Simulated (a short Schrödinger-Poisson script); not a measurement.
System: symmetric double-gate stack, SiO2 on p-type Si(111), at 300 K.

| layer | material | thickness (nm) | Na (cm⁻³) |
|---|---|---|---|
| 1 | SiO2 | 3.4 | - |
| 2 | Si | 20 | 1e17 |
| 3 | SiO2 | 3.4 | - |

Constants are typed, rounded textbook-type inputs, not results; the design itself was drawn at random and stands for no fabricated device. SiO2: permittivity 3.9, conduction-band edge (eV) 3.15, gap (eV) 9, electron mass (mₑ) 0.5. Si: permittivity 11.7, conduction-band edge (eV) 0, gap (eV) 1.124, Nv at 300 K (cm⁻³) 3.1e19.

Channel valleys (confinement mass, in-plane density-of-states mass, number): Δ6 0.258, 0.358, 6. At the gates, both at one voltage, the conduction-band edge of layer 1 lies 3.75 eV − eVg above the Fermi level of the channel. Gaps are held at their typed values at every temperature. Mesh 0.03 nm at interfaces.

Solved with a short Schrödinger-Poisson script written for these runs: 1D Poisson equation in equilibrium, electrons quantum, Hartree (BenDaniel-Duke, 12 states a valley, the channel's in-plane mass for all, wave functions free to enter the dielectric), parabolic valleys, classical holes, full ionisation, no traps, pinning or gate leakage.

Only gate voltages with over 1e8 electrons/cm² are shown.

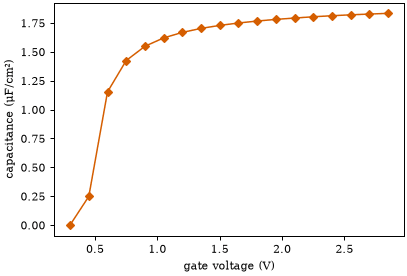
Fig. 1. Quasi-static capacitance against gate voltage

```
Vg (V)  electrons (cm⁻²)  C (μF/cm²)  Δ6 E0 (meV)  Δ6 E1 (meV)
------  ----------------  ----------  -----------  -----------
0.3               1.77e8     < 0.003        325.8        334.9
0.45             4.77e10       0.248        181.3        190.1
0.6              7.69e11        1.15        111.4        116.2
0.75             2.00e12        1.42         87.4         89.2
0.9              3.39e12        1.55         72.9         73.6
1.05             4.88e12        1.62         62.3         62.7
1.2              6.42e12        1.67         54.2         54.3
1.35             8.00e12        1.70         47.5         47.6
1.5              9.60e12        1.73         41.8         41.9
1.65             1.12e13        1.75         36.9         37.0
1.8              1.29e13        1.77         32.6         32.7
1.95             1.45e13        1.78         28.8         28.8
2.1              1.62e13        1.79         25.2         25.2
2.25             1.79e13        1.80         22.0         22.0
2.4              1.96e13        1.81         19.0         19.0
2.55             2.13e13        1.82         16.2         16.2
2.7              2.30e13        1.83         13.6         13.6
2.85             2.47e13        1.83         11.1         11.1
```

Subbands count from the Fermi level. The capacitance is that of both gates.
